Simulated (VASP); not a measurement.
# Co: surface energy and work function by face, part 4 of 5

Aim: compare the low-index faces of Co at one level of theory.

VASP 6.6.1; r2SCAN, spin-polarised from a ferromagnetic start; plane waves and PAW (Co).

Still holding for the runs below: The magnetic state follows from one typed start and may not be the lowest.

So far. Step 4 (Relaxing the slab, 8 atoms, face Co(0001)): The run ended after 8 ionic steps, 0.078 eV below its first step, once the forces on the free atoms met EDIFFG = -0.03. Step 5 (Vacuum level and density of states, 8 atoms, face …): The vacuum level lies 4.98 eV above the Fermi level at the upper face; both faces agree, as the slab has next to no dipole.

## (6) Surface relaxation, 12 atoms, face Co(10-10)

System of this step: Co(10-10). The cell holds 12 atoms: 12 Co. Cell: a = 2.472 Å, b = 4.012 Å, c = 26.418 Å, α = 90.0°, β = 90.0°, γ = 90.0°. It derives from Co. 12 layers of hcp Co, cut at this functional's lattice. Vacuum lies along c.

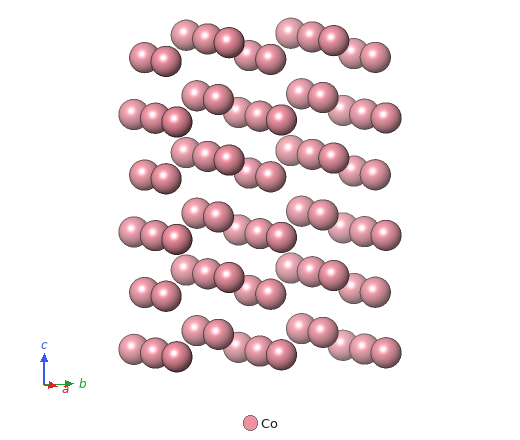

The cell of this step (cobalt pink). 2×2×1 cells are drawn. Some periodic images of atoms are drawn too.

Contents of INCAR:

```
SYSTEM = Co
PREC = Normal
ENCUT = 320
EDIFF = 1E-05
NELM = 120
ISMEAR = 1
SIGMA = 0.15
LREAL = .FALSE.
ALGO = Normal
METAGGA = R2SCAN
LASPH = .TRUE.
NBANDS = 86
ISPIN = 2
MAGMOM = 2 2 2 2 2 2 2 2 2 2 2 2
LMAXMIX = 4
LORBIT = 11
LWAVE = .FALSE.
LCHARG = .FALSE.
KPAR = 4
IBRION = 2
NSW = 40
ISIF = 2
EDIFFG = -0.03
POTIM = 0.4
MAXMIX = 40
```

Contents of POSCAR:

```
Co
1.0
    2.4720257627      0.0000000000      0.0000000000
    0.0000000000      4.0121571393      0.0000000000
    0.0000000000      0.0000000000     26.4177979163
Co
12
Direct
    0.0000000000      0.0000000000      0.2838995100
    0.5000000000      0.0000000000      0.3649372000
    0.5000000000      0.5000000000      0.3109120800
    0.0000000000      0.0000000000      0.4459748800
    0.0000000000      0.5000000000      0.3919497600
    0.5000000000      0.0000000000      0.5270125600
    0.5000000000      0.5000000000      0.4729874400
    0.0000000000      0.0000000000      0.6080502400
    0.0000000000      0.5000000000      0.5540251200
    0.5000000000      0.0000000000      0.6890879200
    0.5000000000      0.5000000000      0.6350628000
    0.0000000000      0.5000000000      0.7161004900
```

Contents of KPOINTS:

```
Automatic mesh
0
Gamma
12 8 1
0 0 0
```

PAW data sets: Co (PBE family, release 64).

On the command line:

```sh
mpirun -np 4 vasp_std
```

Output:

```text
[banner, memory and clock lines left out]
running    4 mpi-ranks, on    1 nodes
 distrk:  each k-point on    1 cores,    4 groups
 distr:  one band on    1 cores,    1 groups

 POSCAR found type information on POSCAR Co
 POSCAR found :  1 types and      12 ions
 [... a notice as in an earlier step ...]

 LDA part: xc-table for (None), standard interpolation
 POSCAR, INCAR and KPOINTS ok, starting setup
 FFT: planning ... GRIDC
 FFT: planning ... GRID_SOFT
 FFT: planning ... GRID
 WAVECAR not read
 entering main loop
       N       E                     dE             d eps       ncg     rms          rms(c)
DAV:   1     0.656957803496E+03    0.65696E+03   -0.35943E+04 12112   0.104E+03
DAV:   2    -0.115714745404E+03   -0.77267E+03   -0.71056E+03 12040   0.279E+02
DAV:   3    -0.184632891009E+03   -0.68918E+02   -0.62734E+02 12804   0.115E+02
DAV:   4    -0.186156590923E+03   -0.15237E+01   -0.15177E+01 13130   0.201E+01
DAV:   5    -0.186192969229E+03   -0.36378E-01   -0.36376E-01 18270   0.200E+00    0.426E+01
DAV:   6    -0.183666067030E+03    0.25269E+01   -0.17881E+02 13870   0.146E+02    0.692E+01
DAV:   7    -0.202133803322E+03   -0.18468E+02   -0.11300E+02 14508   0.152E+02    0.800E+01
DAV:   8    -0.161814863364E+03    0.40319E+02   -0.64813E+01 17720   0.814E+01    0.351E+01
DAV:   9    -0.161479828955E+03    0.33503E+00   -0.36004E+01 14424   0.946E+01    0.437E+01
DAV:  10    -0.155710315949E+03    0.57695E+01   -0.41737E+01 15066   0.733E+01    0.255E+01
DAV:  11    -0.155374850298E+03    0.33547E+00   -0.88496E+00 13856   0.475E+01    0.217E+01
DAV:  12    -0.154760523800E+03    0.61433E+00   -0.51489E+00 14260   0.277E+01    0.868E+00
DAV:  13    -0.155498133673E+03   -0.73761E+00   -0.19607E+00 13654   0.211E+01    0.126E+01
DAV:  14    -0.155340422477E+03    0.15771E+00   -0.19336E+00 14158   0.202E+01    0.469E+00
DAV:  15    -0.155556985619E+03   -0.21656E+00   -0.74931E-01 12390   0.551E+00    0.481E+00
DAV:  16    -0.155565345150E+03   -0.83595E-02   -0.62231E-02 12906   0.169E+00    0.439E+00
DAV:  17    -0.155561503772E+03    0.38414E-02   -0.22049E-02 13138   0.269E+00    0.358E+00
DAV:  18    -0.155599728835E+03   -0.38225E-01   -0.77990E-02 13510   0.496E+00    0.335E+00
DAV:  19    -0.155584092927E+03    0.15636E-01   -0.39920E-02 13552   0.269E+00    0.191E+00
DAV:  20    -0.155603073424E+03   -0.18980E-01   -0.27211E-02 15408   0.156E+00    0.119E+00
DAV:  21    -0.155611488835E+03   -0.84154E-02   -0.10133E-02 17498   0.112E+00    0.987E-01
DAV:  22    -0.155612182056E+03   -0.69322E-03   -0.77304E-03 13540   0.103E+00    0.858E-01
DAV:  23    -0.155614313018E+03   -0.21310E-02   -0.65375E-03 13748   0.744E-01    0.873E-01
DAV:  24    -0.155620871234E+03   -0.65582E-02   -0.96925E-03 13588   0.120E+00    0.620E-01
DAV:  25    -0.155624128028E+03   -0.32568E-02   -0.34330E-03 13486   0.510E-01    0.567E-01
DAV:  26    -0.155627289578E+03   -0.31615E-02   -0.20837E-03 14268   0.703E-01    0.309E-01
DAV:  27    -0.155629593840E+03   -0.23043E-02   -0.18948E-03 16438   0.448E-01    0.236E-01
DAV:  28    -0.155631570609E+03   -0.19768E-02   -0.23532E-03 15212   0.507E-01    0.149E-01
DAV:  29    -0.155634464609E+03   -0.28940E-02   -0.25567E-03 13940   0.361E-01    0.980E-02
DAV:  30    -0.155633218754E+03    0.12459E-02   -0.37959E-03 12072   0.355E-01    0.105E-01
DAV:  31    -0.155635558941E+03   -0.23402E-02   -0.43414E-03 12074   0.389E-01    0.600E-02
DAV:  32    -0.155632901058E+03    0.26579E-02   -0.25408E-03 12212   0.291E-01    0.421E-02
DAV:  33    -0.155634876287E+03   -0.19752E-02   -0.17723E-03 12062   0.243E-01    0.351E-02
DAV:  34    -0.155633799248E+03    0.10770E-02   -0.16932E-03 12616   0.221E-01    0.274E-02
DAV:  35    -0.155634047085E+03   -0.24784E-03   -0.21312E-03 12072   0.255E-01    0.245E-02
DAV:  36    -0.155633252052E+03    0.79503E-03   -0.62924E-04 12426   0.141E-01    0.160E-02
DAV:  37    -0.155633343954E+03   -0.91903E-04   -0.36877E-04 12332   0.109E-01    0.156E-02
DAV:  38    -0.155633186030E+03    0.15792E-03   -0.59968E-05 11892   0.476E-02    0.136E-02
DAV:  39    -0.155633078594E+03    0.10744E-03   -0.20217E-05 10680   0.301E-02    0.594E-03
DAV:  40    -0.155633066787E+03    0.11807E-04   -0.77514E-06  8912   0.156E-02    0.555E-03
DAV:  41    -0.155633063352E+03    0.34348E-05   -0.82344E-06  8638   0.195E-02
   1 F= -.15563306E+03 E0= -.15563174E+03  d E =-.155633E+03  mag=    21.5435
 curvature:   0.00 expect dE= 0.000E+00 dE for cont linesearch  0.000E+00
 trial: gam= 0.00000 g(F)=  0.347E-01 g(S)=  0.000E+00 ort = 0.000E+00 (trialstep = 0.100E+01)
 search vector abs. value=  0.347E-01
 bond charge predicted
       N       E                     dE             d eps       ncg     rms          rms(c)
DAV:   1    -0.155618862011E+03    0.14205E-01   -0.52754E+00 12118   0.674E+00    0.126E+00
DAV:   2    -0.155656863217E+03   -0.38001E-01   -0.11896E-01 13796   0.192E+00    0.677E-01
DAV:   3    -0.155660436926E+03   -0.35737E-02   -0.11371E-02 13030   0.641E-01    0.261E-01
DAV:   4    -0.155660824710E+03   -0.38778E-03   -0.13521E-03 12896   0.263E-01    0.199E-01
DAV:   5    -0.155660750648E+03    0.74062E-04   -0.71402E-04 15516   0.230E-01    0.127E-01
DAV:   6    -0.155661021388E+03   -0.27074E-03   -0.29328E-04 13570   0.134E-01    0.620E-02
DAV:   7    -0.155660959674E+03    0.61714E-04   -0.85624E-05 13154   0.103E-01    0.255E-02
DAV:   8    -0.155661031542E+03   -0.71868E-04   -0.41243E-05 11614   0.437E-02    0.198E-02
DAV:   9    -0.155661034627E+03   -0.30847E-05   -0.10624E-05  8732   0.272E-02
   2 F= -.15566103E+03 E0= -.15566009E+03  d E =-.279713E-01  mag=    21.5264
[...]
3 F= -.15567654E+03 E0= -.15567637E+03  d E =-.434758E-01  mag=    21.5047
[...]
4 F= -.15568096E+03 E0= -.15568086E+03  d E =-.442236E-02  mag=    21.4909
[...]
5 F= -.15568437E+03 E0= -.15568436E+03  d E =-.783083E-02  mag=    21.4671
[...]
6 F= -.15568434E+03 E0= -.15568433E+03  d E =-.780556E-02  mag=    21.4701
[...]
7 F= -.15568536E+03 E0= -.15568529E+03  d E =-.101260E-02  mag=    21.4633
[...]
8 F= -.15568550E+03 E0= -.15568541E+03  d E =-.115527E-02  mag=    21.4592
 curvature:  -1.55 expect dE=-0.297E-03 dE for cont linesearch -0.538E-07
 trial: gam= 0.17388 g(F)=  0.192E-03 g(S)=  0.000E+00 ort = 0.616E-05 (trialstep = 0.186E+01)
 search vector abs. value=  0.227E-03
 bond charge predicted
       N       E                     dE             d eps       ncg     rms          rms(c)
DAV:   1    -0.155685041159E+03    0.46862E-03   -0.11497E-01 12142   0.101E+00    0.177E-01
DAV:   2    -0.155685582720E+03   -0.54156E-03   -0.23315E-03 14112   0.277E-01    0.886E-02
DAV:   3    -0.155685696666E+03   -0.11395E-03   -0.20991E-04 12782   0.111E-01    0.252E-02
DAV:   4    -0.155685780678E+03   -0.84012E-04   -0.43410E-05 11362   0.397E-02    0.166E-02
DAV:   5    -0.155685851757E+03   -0.71078E-04   -0.18295E-05  9320   0.299E-02    0.992E-03
DAV:   6    -0.155685875298E+03   -0.23541E-04   -0.11819E-05  8808   0.249E-02    0.363E-03
DAV:   7    -0.155685845850E+03    0.29447E-04   -0.10834E-05  8840   0.172E-02    0.321E-03
DAV:   8    -0.155685821820E+03    0.24030E-04   -0.61644E-06  8256   0.114E-02    0.232E-03
DAV:   9    -0.155685827003E+03   -0.51826E-05   -0.23661E-06  7848   0.762E-03
   9 F= -.15568583E+03 E0= -.15568567E+03  d E =-.327039E-03  mag=    21.4549
 trial-energy change:   -0.000327  1 .order   -0.000302   -0.000359   -0.000246
 step:   5.9066(harm=  5.9066)  dis= 0.00754  next Energy=  -155.686069 (dE=-0.569E-03)
 reached required accuracy - stopping structural energy minimisation
```

Elapsed: 24 min, on 4 MPI ranks of Intel Xeon 6975P-C (Granite Rapids), shared host; peak memory 2.2 GiB.

Parts of OUTCAR (step 6):

```text
   k-points           NKPTS =     35   k-points in BZ     NKDIM =     35   number of bands    NBANDS=     86

   ENCUT  =  320.0 eV  23.52 Ry    4.85 a.u.   3.61  5.85 38.53*2*pi/ulx,y,z

   NELECT =     108.0000    total number of electrons

 E-fermi :   2.8268

 spin component 1
 k-point     1 :       0.0000    0.0000    0.0000
  band No.  band energies     occupation
    ...
     62       1.3821      1.00000
     63       1.4144      1.00000
     64       1.4844      1.00000
     65       1.4844      1.00000
     66       2.2350      1.00000
     67       3.0514     -0.02777
     68       3.3355     -0.00001
     69       4.2963     -0.00000
     70       5.8926      0.00000
     71       6.5666      0.00000
    ...

 k-point     2 :       0.0833    0.0000    0.0000
  band No.  band energies     occupation
    ...
     62       1.3813      1.00000
     63       1.4099      1.00000
     64       1.4229      1.00000
     65       1.5315      1.00000
     66       2.5813      1.02138
     67       3.6579     -0.00000
     68       3.6972     -0.00000
     69       4.7344     -0.00000
     70       6.2184      0.00000
     71       6.7407      0.00000
    ...

  Total       -2.4073700     -2.9200765     -0.7550275      0.0000000      0.0000000      0.0000000
  in kB      -14.7206125    -17.8557162     -4.6168507      0.0000000      0.0000000      0.0000000
  external PRESSURE =     -12.3977265 kB  Pullay stress =       0.0000000 kB

 POSITION                                       TOTAL-FORCE (eV/Angst)
 -----------------------------------------------------------------------------------
      0.00000      0.00000      7.57337         0.000000      0.000000      0.010331
      1.23601      0.00000      9.62007         0.000000      0.000000      0.015091
      1.23601      2.00608      8.18022         0.000000      0.000000      0.013664
      0.00000      0.00000     11.77704         0.000000      0.000000      0.013104
      0.00000      2.00608     10.33681         0.000000      0.000000      0.011240
      1.23601      0.00000     13.91930         0.000000      0.000000      0.020154
      1.23601      2.00608     12.49850         0.000000      0.000000     -0.020154
      0.00000      0.00000     16.08099         0.000000      0.000000     -0.011240
      0.00000      2.00608     14.64076         0.000000      0.000000     -0.013104
      1.23601      0.00000     18.23758         0.000000      0.000000     -0.013664
      1.23601      2.00608     16.79772         0.000000      0.000000     -0.015091
      0.00000      2.00608     18.84442         0.000000      0.000000     -0.010331
 -----------------------------------------------------------------------------------
    total drift:                                0.000000      0.000000      0.000000

  FREE ENERGIE OF THE ION-ELECTRON SYSTEM (eV)
  ---------------------------------------------------
  free  energy   TOTEN  =      -155.6858270025 eV

  energy  without entropy=     -155.6853562083  energy(sigma->0) =     -155.68567007

 magnetization (x)
# of ion       s       p       d       tot
------------------------------------------
    1       -0.003  -0.075   2.053   1.975
    2       -0.012  -0.080   1.919   1.827
    3       -0.012  -0.085   1.950   1.853
    4       -0.011  -0.085   1.904   1.807
    5       -0.010  -0.085   1.928   1.833
    6       -0.013  -0.085   1.897   1.799
    7       -0.013  -0.085   1.897   1.799
    8       -0.010  -0.085   1.928   1.833
    9       -0.011  -0.085   1.904   1.807
   10       -0.012  -0.085   1.950   1.853
   11       -0.012  -0.080   1.919   1.827
   12       -0.003  -0.075   2.053   1.975
--------------------------------------------------
tot         -0.124  -0.990  23.302  22.188

[... 1 part as in an earlier step ...]

[... 20 further parts left out ...]
```

CONTCAR:

```
Co
   1.00000000000000
     2.4720257627000000    0.0000000000000000    0.0000000000000000
     0.0000000000000000    4.0121571393000002    0.0000000000000000
     0.0000000000000000    0.0000000000000000   26.4177979162999996
  Co
    12
Direct
     0.0000000000000000    0.0000000000000000    0.2866769335931819
     0.5000000000000000    0.0000000000000000    0.3641512312287507
     0.5000000000000000    0.5000000000000000    0.3096479849661985
     0.0000000000000000    0.0000000000000000    0.4457994845775950
     0.0000000000000000    0.5000000000000000    0.3912820181442725
     0.5000000000000000    0.0000000000000000    0.5268909488410500
     0.5000000000000000    0.5000000000000000    0.4731090511589500
     0.0000000000000000    0.0000000000000000    0.6087179818557275
     0.0000000000000000    0.5000000000000000    0.5542005154224049
     0.5000000000000000    0.0000000000000000    0.6903520150338015
     0.5000000000000000    0.5000000000000000    0.6358487687712493
     0.0000000000000000    0.5000000000000000    0.7133230664068180
```

The run keeps the 8 symmetry operations of its start, so it cannot find a distortion of lower symmetry.

Relaxation path:

```csv
step,energy less that of the first step (eV),largest force (eV/Å)
1,0.0000,0.5065
2,-0.0280,0.3401
3,-0.0435,0.1270
4,-0.0479,0.0912
5,-0.0513,0.0921
6,-0.0513,0.0750
7,-0.0523,0.0409
8,-0.0524,0.0337
9,-0.0528,0.0202
```

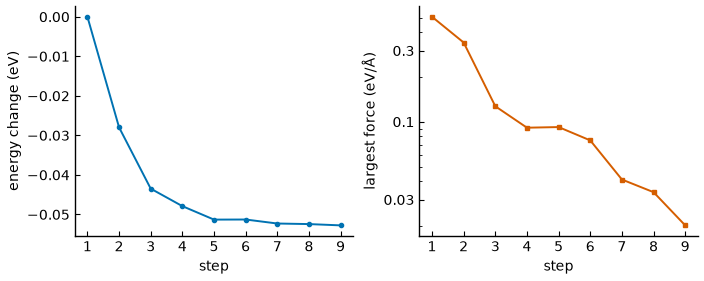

Energy and largest force along the relaxation.

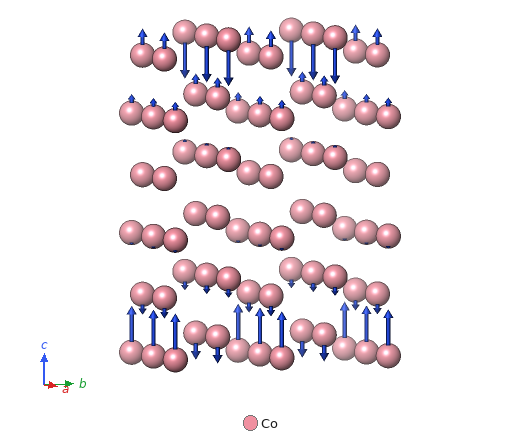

Displacements in the relaxation, exaggerated; the longest in the cell stands for 0.07 Å. 2×2×1 cells are drawn. Some periodic images of atoms are drawn too.

The atoms that moved most (Å):

```csv
atom,dx,dy,dz,length
Co12,0.000,0.000,-0.073,0.073
Co1,0.000,0.000,0.073,0.073
Co10,0.000,0.000,0.033,0.033
Co3,0.000,0.000,-0.033,0.033
Co2,0.000,0.000,-0.021,0.021
Co11,0.000,0.000,0.021,0.021
Co8,0.000,0.000,0.018,0.018
Co5,0.000,0.000,-0.018,0.018
```

Final coordinates:

```cif
data_structure
_symmetry_space_group_name_H-M 'P 1'
_symmetry_Int_Tables_number 1
_cell_length_a 2.4720
_cell_length_b 4.0122
_cell_length_c 26.4178
_cell_angle_alpha 90.000
_cell_angle_beta 90.000
_cell_angle_gamma 90.000
_cell_volume 262.02
loop_
_atom_site_label
_atom_site_type_symbol
_atom_site_fract_x
_atom_site_fract_y
_atom_site_fract_z
_atom_site_occupancy
Co1 Co 0.00000 0.00000 0.28668 1
Co2 Co 0.50000 0.00000 0.36415 1
Co3 Co 0.50000 0.50000 0.30965 1
Co4 Co 0.00000 0.00000 0.44580 1
Co5 Co 0.00000 0.50000 0.39128 1
Co6 Co 0.50000 0.00000 0.52689 1
Co7 Co 0.50000 0.50000 0.47311 1
Co8 Co 0.00000 0.00000 0.60872 1
Co9 Co 0.00000 0.50000 0.55420 1
Co10 Co 0.50000 0.00000 0.69035 1
Co11 Co 0.50000 0.50000 0.63585 1
Co12 Co 0.00000 0.50000 0.71332 1
```

This step gave:

```yaml
electronic_cycles: 106
electrons: 108
free_energy_toten: -155.6858 eV
energy_at_zero_smearing: -155.6857 eV
fermi_energy: 2.827 eV
moment_of_the_cell_from_the_last_line_of_the_log: 21.45 μB
```

Spin moment in the PAW sphere by atom:

```csv
atom,spin moment in the PAW sphere (μB)
Co1,1.98
Co2,1.83
Co3,1.85
Co4,1.81
Co5,1.83
Co6,1.80
Co7,1.80
Co8,1.83
Co9,1.81
Co10,1.85
Co11,1.83
Co12,1.98
```

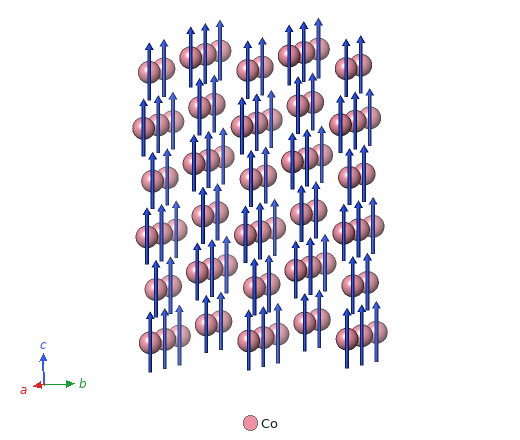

Spin moment in the PAW sphere as arrows, the longest 1.98 μB. Up and down stand for the sign. Arrows give size and sign along the axis of quantisation, drawn up and down the page. 2×2×1 cells are drawn. Some periodic images of atoms are drawn too.

The run ended after 9 ionic steps, 0.053 eV below its first step, once the forces on the free atoms met EDIFFG = -0.03.

(Continued in part 5 of 5.)

[Lines on the potential files, build, host, timing and source positions are cut from VASP's logs without a mark.]

[Logs are printed without paths, hosts, clocks, repeated set-up lines and the standing remarks that a program may print on its own settings, such as how far it seeks lower states.]

[Hosts, paths, dates, database ids (printed as entryN), source tags and the programs' standing remarks are cut or masked in the printed files.]

[Runs that stopped without an error message from VASP are left out.]
